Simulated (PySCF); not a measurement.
# One shape, several levels: C2HF (fluoroacetylene)

Aim: a comparison of 6 runs (HF/3-21G, BHLYP/cc-pVTZ, CAM-B3LYP/cc-pVTZ, PBE0/cc-pVTZ, wB97X/cc-pVTZ, SCS-MP2/cc-pVTZ) of C2HF (fluoroacetylene). 

The results are computed with PySCF 2.14.0.

1 further run of the same task is left out (set aside as unsound or not needed).

**1. Starting point**

C2HF: 4 atoms, total charge 0, spin state singlet. SMILES: `C#CF`. The shape is that of a PBE0-D4/def2-TZVP optimisation.

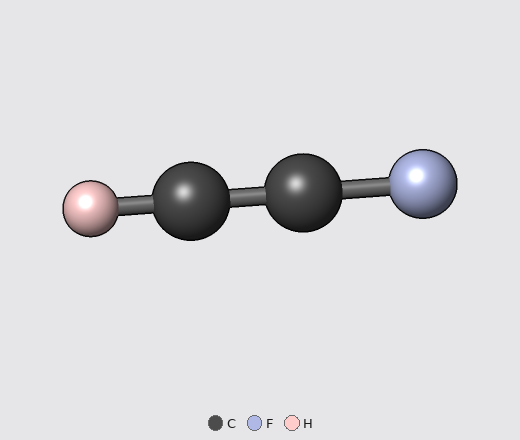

The structure, seen from a chosen angle (carbon dark grey, fluorine light blue, hydrogen pink).

**2. The energy at HF/3-21G (run 1)**

File input.py:

```python
# C#CF
from pyscf import gto

system = gto.M(
    atom='''
C   -0.361030   0.453110  -0.290220
C    0.303270  -0.380840   0.243810
F    1.010600  -1.269010   0.812300
H   -0.952830   1.196740  -0.765890
''',
    max_memory=1860,
    verbose=3,
    basis='3-21g',
)

mf = system.RHF()
mf.conv_tol = 1e-10
mf.kernel()
if not mf.converged:
    mf = mf.newton().run(mf.mo_coeff, mf.mo_occ)

etot = mf.e_tot
print(f'total energy: {etot:.8f} hartree')
```

The run is started by

```
$ OMP_NUM_THREADS=1 python input.py
```

The program printed:

```text
converged SCF energy = -174.691341234839
total energy: -174.69134123 hartree
```

Run time: 0.74 s. Hardware: 1 thread of Arm Neoverse V1, shared host; peak memory 0.12 GiB.

**3. The energy at BHLYP/cc-pVTZ (run 2)**

File run.py:

```python
from pyscf import gto, dft

molecule = gto.Mole()
molecule.atom = [
    ('C', (-0.361030, 0.453110, -0.290220)),
    ('C', (0.303270, -0.380840, 0.243810)),
    ('F', (1.010600, -1.269010, 0.812300)),
    ('H', (-0.952830, 1.196740, -0.765890)),
]
molecule.basis = 'cc-pvtz'
molecule.verbose = 3
molecule.max_memory = 1860
molecule.charge = 0
molecule.build()

mf = dft.RKS(molecule)
mf.xc = 'bhandhlyp'
mf.grids.level = 5
mf.conv_tol = 1e-10
mf.kernel()
if not mf.converged:
    mf = mf.newton().run(mf.mo_coeff, mf.mo_occ)

e_tot = mf.e_tot
print(f'total energy: {e_tot:.8f} hartree')
```

The run is started by

```
$ OMP_NUM_THREADS=1 python run.py
```

The program printed:

```text
converged SCF energy = -176.524893917409
total energy: -176.52489392 hartree
```

Wall time 12 s (1 thread of Arm Neoverse V1, shared host); peak memory 0.51 GiB.

Runs 3 to 5 aren't shown in full; the table further down has their settings and results.

**4. A single-point energy at SCS-MP2/cc-pVTZ (run 6)**

File calc.py:

```python
from pyscf import gto, scf, mp

mol = gto.M(
    atom='''
C       -0.361030       0.453110      -0.290220
C        0.303270      -0.380840       0.243810
F        1.010600      -1.269010       0.812300
H       -0.952830       1.196740      -0.765890
''',
    spin=0,
    verbose=3,
    max_memory=1860,
    charge=0,
    basis='cc-pvtz',
)

calc0 = scf.RHF(mol)
calc0.conv_tol = 1e-10
calc0.kernel()
if not calc0.converged:
    calc0 = calc0.newton().run(calc0.mo_coeff, calc0.mo_occ)

pt = mp.MP2(calc0, frozen=3).run()
e_final = calc0.e_tot + 1.2 * pt.e_corr_os + pt.e_corr_ss / 3
print('Final energy', e_final)
```

The run is started by

```
$ OMP_NUM_THREADS=1 python calc.py
```

The program printed:

```text
converged SCF energy = -175.713444704478
E(RMP2) = -176.263175476929  E_corr = -0.54973077245081
E(SCS-RMP2) = -176.251929940062  E_corr = -0.538485235583552
Final energy -176.2519299400616
```

It took 2.6 s on 1 thread of Arm Neoverse V1, shared host; peak memory 0.26 GiB.

**5. Overview of the runs**

| run | level | integration grid | frozen core orbitals | energy (Eh) | dipole moment (D) of the reference | HOMO energy (eV) | LUMO energy (eV) | wall time |
| --- | --- | --- | --- | --- | --- | --- | --- | --- |
| 1 | HF/3-21G | – | – | -174.691341 | 1.07 | -11.36 | 6.58 | 0.74 s |
| 2 | BHLYP/cc-pVTZ | 5 | – | -176.524894 | 0.69 | -9.49 | 2.26 | 12 s |
| 3 | CAM-B3LYP/cc-pVTZ | 5 | – | -176.546251 | 0.59 | -9.70 | 2.39 | 18 s |
| 4 | PBE0/cc-pVTZ | 5 | – | -176.418470 | 0.52 | -8.27 | 1.50 | 11 s |
| 5 | wB97X/cc-pVTZ | 5 | – | -176.563445 | 0.55 | -10.73 | 3.77 | 17 s |
| 6 | SCS-MP2/cc-pVTZ | – | 3 | -176.251930 | 0.82 | -11.34 | 4.20 | 2.6 s |

**6. Outcome**

| quantity | value |
| --- | --- |
| run 6: total energy | -176.25193 Eh |
| run 6: dipole moment (Hartree–Fock density) | 0.82 D |
| run 6: HOMO energy (Hartree–Fock orbitals) | -11.34 eV |
| run 6: LUMO energy (Hartree–Fock orbitals) | 4.20 eV |
| run 6: HOMO–LUMO gap (Hartree–Fock orbitals) | 15.53 eV |
| run 6: correlation energy (3 core orbitals frozen) | -538.5 mEh |

Over runs 1, 2, 3, 4, 5 the dipole moment (its size) runs from 0.52 D (PBE0/cc-pVTZ) to 1.07 D (HF/3-21G). The two ends differ in method and basis. Over runs 1, 2, 3, 4, 5 the HOMO–LUMO gap runs from 9.78 eV (PBE0/cc-pVTZ) to 17.94 eV (HF/3-21G). Totals of different functionals can't be ranked against each other. All runs together took 63 s, the longest 18 s.
